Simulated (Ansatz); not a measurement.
# UHSE06/6-31G(d) (spherical functions) run of C2HF2Ge (SMILES C#[C][Ge]([F])[F])

Aim: the electronic atomisation energy of C2HF2Ge at UHSE06/6-31G* (spherical functions), from 5 runs. 

Program for the calculation: Ansatz 0.2.0.

69 further runs of the same task are left out: 69 set aside as unsound or not needed.

## 1. Starting point

C2HF2Ge has 6 atoms, charge 0, and is taken as a doublet. As SMILES, `C#[C][Ge]([F])[F]`. The shape is that of a PBE0-D4/def2-TZVP optimisation.

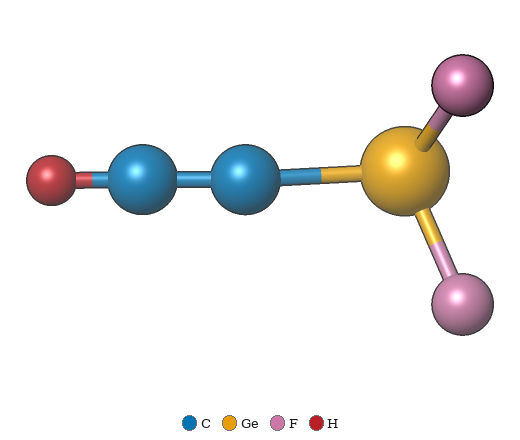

The structure, seen from a chosen angle (carbon blue, germanium amber, fluorine pink, hydrogen red).

## 2. A single-point energy at UHSE06/6-31G(d) (spherical functions)

Input file molecule.yaml:

```yaml
basis:
  gaussian:
    orbitals: 6-31G_st_-spherical.json
crystal:
  periodic: [false, false, false]
  atoms:
    - {symbol: C, position_ang: [-0.190100, 0.518400, 1.692900]}
    - {symbol: C, position_ang: [-0.131400, 0.204200, 0.530300]}
    - {symbol: Ge, position_ang: [-0.289600, -0.139700, -1.323100]}
    - {symbol: F, position_ang: [-0.276600, -1.850600, -1.565100]}
    - {symbol: F, position_ang: [1.142900, 0.424100, -2.108200]}
    - {symbol: H, position_ang: [-0.213200, 0.779700, 2.727000]}
magnetization:
  spin_polarized: true
  initial_magnetization: 1
hamiltonian:
  xc: hse06
accuracy: high
output:
  orbitals: {seedname: orbitals}
```

The basis set 6-31G* is read from a file made from the Basis Set Exchange's data (not shown).

Launch:

```bash
$ ansatz run molecule.yaml --threads 1 --pin off --max-ram 3480MiB --events-out events.jsonl --progress --plain --runs-dir runs
```

What it wrote:

```text
Warning: RAYON_NUM_THREADS=1 ignored (pool sized by the plan → 1); use --threads N
Functional definition: HSE06
  name "HSE06"
  parameter a = 0.25
  parameter omega = 0.11/bohr
  exchange = pbe_x - a*pbe_x_sr(omega) + a*exact_x_sr(omega)
  correlation = pbe_c
1871 factors; integrals over basis functions are off by at most 9.0e-9 eV
90 factors; integrals over basis functions are off by at most 1.3e-9 eV
mean field evaluation 1: about -64011.7235 eV, gradient 3.8e1 eV
mean field evaluation 2: about -64003.4331 eV, gradient 6.0e1 eV
mean field evaluation 4: about -64017.4016 eV, gradient 6.4e0 eV
mean field evaluation 8: about -64017.7592 eV, gradient 3.5e-1 eV
mean field evaluation 16: about -64017.7596 eV, gradient 7.4e-4 eV
mean field evaluation 32: about -64017.7596 eV, gradient 1.7e-8 eV
mean field -64017.75964537 eV, -2352.6092741714 hartree, gradient 1.7e-8 eV, S^2 0.752240; 0 other end points of the search recorded, 0 dependent functions left out
reference -64017.75964903 eV, -2352.6092743059 hartree; 32, 31 occupied and 58, 59 virtual orbitals, 1871 factors
Total energy: -64017.75964903 eV, -2352.6092743059 hartree
```

Run time: 17 s. Hardware: 1 thread of Arm Neoverse V2, shared host; peak memory 0.49 GiB.

## 3. The C atom at the same level

Input file in.yaml:

```yaml
crystal:
  periodic: [false, false, false]
  atoms:
    - {symbol: C, position_ang: [0.000000, 0.000000, 0.000000]}
basis:
  gaussian:
    orbitals: 6-31G_st_-spherical.json
magnetization:
  spin_polarized: true
  initial_magnetization: 2
accuracy: high
hamiltonian:
  xc: hse06
```

The basis set 6-31G* is read from a file made from the Basis Set Exchange's data (not shown).

Run the same way, it converges to -37.79014 Eh (log not shown).

## 4. The F atom at the same level

Input file run.yaml:

```yaml
crystal:
  periodic: [false, false, false]
  atoms:
    - {symbol: F, position_ang: [0.000000, 0.000000, 0.000000]}
basis:
  gaussian:
    orbitals: 6-31G_st_-spherical.json
magnetization:
  spin_polarized: true
  initial_magnetization: 1
hamiltonian:
  xc: {name: HSE06}
accuracy: high
```

The basis set 6-31G* is read from a file made from the Basis Set Exchange's data (not shown).

Run the same way, it converges to -99.61961 Eh (log not shown).

## 5. The Ge atom at the same level

Input file run.yaml:

```yaml
crystal:
  periodic: [false, false, false]
  atoms:
    - {symbol: Ge, position_ang: [0.000000, 0.000000, 0.000000]}
basis:
  gaussian: {orbitals: 6-31G_st_-spherical.json}
magnetization: {spin_polarized: true, initial_magnetization: 2}
hamiltonian: {xc: {name: HSE06}}
accuracy: high
```

The basis set 6-31G* is read from a file made from the Basis Set Exchange's data (not shown).

Launch:

```bash
$ ansatz run run.yaml --threads 1 --pin off --max-ram 3480MiB --events-out events.jsonl --progress --plain --runs-dir runs
```

What it wrote (excerpt; [...] marks lines left out):

```text
Warning: RAYON_NUM_THREADS=1 ignored (pool sized by the plan → 1); use --threads N
[... 6 set-up lines as earlier in the session ...]
301 factors; integrals over basis functions are off by at most 3.7e-9 eV
46 factors; integrals over basis functions are off by at most 1.8e-9 eV
mean field evaluation 1: about -56501.0537 eV, gradient 3.9e0 eV
mean field evaluation 2: about -56501.1063 eV, gradient 2.6e0 eV
mean field evaluation 4: about -56501.1150 eV, gradient 1.1e-1 eV
mean field evaluation 8: about -56501.1156 eV, gradient 7.1e-4 eV
mean field evaluation 16: about -56501.0168 eV, gradient 3.0e0 eV
mean field evaluation 32: about -56501.1156 eV, gradient 1.3e-8 eV
mean field -56501.11559625 eV, -2076.3777003304 hartree, gradient 1.3e-8 eV, S^2 2.002671; 1 other end points of the search recorded, 0 dependent functions left out
reference -56501.11559846 eV, -2076.3777004116 hartree; 17, 15 occupied and 15, 17 virtual orbitals, 301 factors
Total energy: -56501.11559846 eV, -2076.3777004116 hartree
```

Wall time 2.6 s (1 thread of Arm Neoverse V2, shared host); peak memory 0.098 GiB.

## 6. The H atom, same level

Input file input.yaml:

```yaml
crystal:
  periodic: [false, false, false]
  atoms:
    - symbol: H
      position_ang: [0.000000, 0.000000, 0.000000]
basis:
  gaussian:
    orbitals: "6-31G*"
accuracy: high
hamiltonian:
  xc: hse06
magnetization:
  spin_polarized: true
  initial_magnetization: 1
```

Launch:

```bash
$ ansatz run input.yaml --threads 1 --pin off --max-ram 3480MiB --events-out events.jsonl --progress --plain --runs-dir runs
```

What it wrote (excerpt; [...] marks lines left out):

```text
Warning: RAYON_NUM_THREADS=1 ignored (pool sized by the plan → 1); use --threads N
[... 6 set-up lines as earlier in the session ...]
3 factors; integrals over basis functions are off by at most 5.4e-10 eV
3 factors; integrals over basis functions are off by at most 1.8e-10 eV
mean field evaluation 1: about -13.5737 eV, gradient 2.9e-1 eV
mean field evaluation 2: about -13.5745 eV, gradient 1.4e-2 eV
mean field evaluation 4: about -13.5739 eV, gradient 1.1e-7 eV
mean field evaluation 8: about -13.5739 eV, gradient 2.0e-9 eV
mean field -13.57385469 eV, -0.4988299592 hartree, gradient 2.0e-9 eV, S^2 0.750000; 0 other end points of the search recorded, 0 dependent functions left out
reference -13.57385630 eV, -0.4988300185 hartree; 1, 0 occupied and 1, 2 virtual orbitals, 3 factors
Total energy: -13.57385630 eV, -0.4988300185 hartree
```

It took 0.16 s on 1 thread of Arm Neoverse V2, shared host.

## 7. Outcome

Level: UHSE06/6-31G* (spherical functions).

| quantity | value |
| --- | --- |
| molecule: total energy | -2352.60927 Eh |
| molecule: HOMO energy (highest over α and β) | -6.99 eV |
| molecule: LUMO energy (lowest over α and β) | -4.23 eV |
| molecule: ⟨S²⟩ | 0.752 |
| C atom: total energy | -37.79014 Eh |
| C atom: ⟨S²⟩ | 2.002 |
| F atom: total energy | -99.61961 Eh |
| F atom: ⟨S²⟩ | 0.751 |
| Ge atom: total energy | -2076.37770 Eh |
| Ge atom: ⟨S²⟩ | 2.003 |
| H atom: total energy | -0.49883 Eh |
| H atom: ⟨S²⟩ | 0.750 |
| electronic atomisation energy | 24.851 eV |

**Reading.** Taking the molecule apart into free atoms costs 24.85 eV (573 kcal/mol), before zero-point energy and without spin-orbit coupling.
